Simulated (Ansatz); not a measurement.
**Al3As2N: density, localisation and related maps**

The calculation's input:

```
crystal:
  lattice:
    - [3.7167226902, 0.0, 0.0]
    - [-1.8583613451, 3.2187762685, 0.0]
    - [0.0, 0.0, 9.1972326151]
  atoms:
    - { symbol: "N", position: [0.0, 0.0, -0.0040244374] }
    - { symbol: As, position: [0.3333333333, 0.6666666667, 0.3126474888] }
    - { symbol: As, position: [0.6666666667, 0.3333333333, 0.6822357203] }
    - { symbol: Al, position: [0.3333333333, 0.6666666667, 0.0495753866] }
    - { symbol: Al, position: [0.6666666667, 0.3333333333, 0.4184323609] }
    - { symbol: Al, position: [0.0, 0.0, 0.7911334807] }
kpoints:
  mp_grid: { grid: [12, 12, 4] }
  band_path:
    path:
      - [0.0, 0.0, 0.0]
      - [0.5, 0.0, 0.0]
      - [0.3333333333, 0.3333333333, 0.0]
      - [0.0, 0.0, 0.5]
      - [0.5, 0.0, 0.5]
      - [0.3333333333, 0.3333333333, 0.5]
      - [0.0, 0.0833333333, 0.0]
    npoints: 1
hamiltonian:
  xc: pbe
scf:
  occupations: { method: fermi_dirac, width: 0.02 }
  n_extra_bands: 10
magnetization:
  noncollinear: true
  spin_orbit: true
output:
  forces: true
  stress: true
  eigenvalues: true
  write_density: true
  write_potential: true
  elf: true
  volumetric_format: npy
```

Command:

```sh
ansatz run input.yaml --threads 4 --pin off --max-ram 6451MiB --backend cpu --events-out ev --progress --plain --runs-dir out
```

Below, planes, directions and counts refer to the conventional cell (a = 3.72 Å, b = 3.72 Å, c = 9.20 Å, α = 90.00°, β = 90.00°, γ = 120.00°).

Space group P3m1; started from the ordered alloy on zincblende lattice prototype, which need not be the ambient phase; computed pressure about 2 GPa in this cell.

Level of theory: Ansatz 0.2.0, DFT, PBE with spin-orbit coupling, plane waves, PAW.

The density is the valence pseudo-density of a PAW calculation; it isn't the true density close to the nuclei.

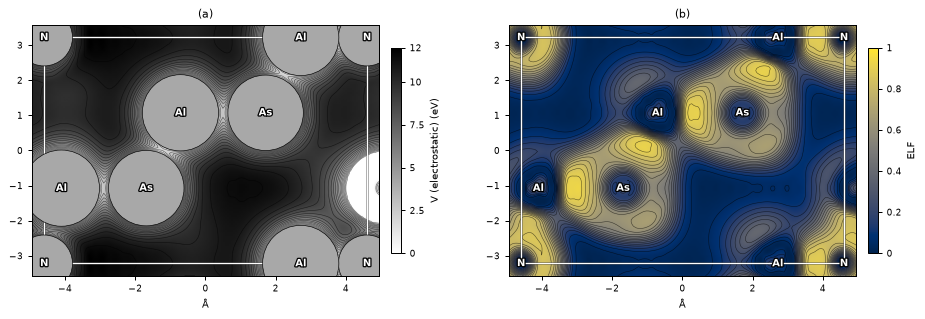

Figure 1. (a) electrostatic potential (local pseudopotential plus Hartree) felt by an electron; (b) electron localisation function on the (110) plane of the conventional cell. Grey discs cover the atomic cores in the potential map.

Question: Read the bonding off the picture.

Answer:
- The section cuts through N, As and Al sites.
- Al–N (1.88 Å): the ELF peaks at about 0.90 in the valence shell of N, 0.7 Å from its nucleus, and is about 0.90 at the midpoint.
- Al–As (2.36 Å): the ELF peaks at about 0.90 between the atoms; a shared electron pair.
- Al–As (2.42 Å): the ELF peaks at about 0.95 between the atoms: a shared electron pair.
- Outside the cores the potential energy rises away from the atoms and is highest about 1.3 Å from the nearest atoms; its zero is arbitrary.

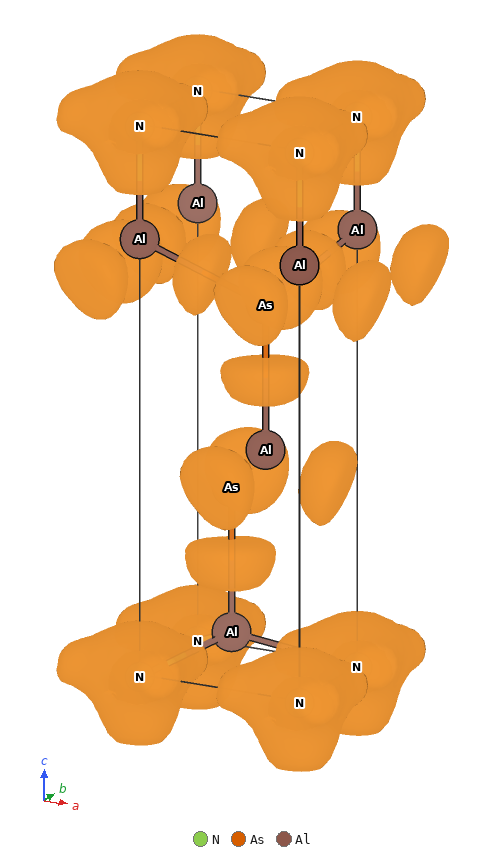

Figure 2. Isosurface of the electron localisation function at 0.75 (orange), seen slightly off an axis. Core shells and regions of very low density are left out. Sticks mark near contacts.

Question: What do the ELF domains correspond to?

Answer: The surface consists of eight regions between bonded Al–As atoms (shared pairs) and one region on N in which the atom's valence shell and bonds are merged, counted in one cell of 6 atoms. Regions shared between cells count once.
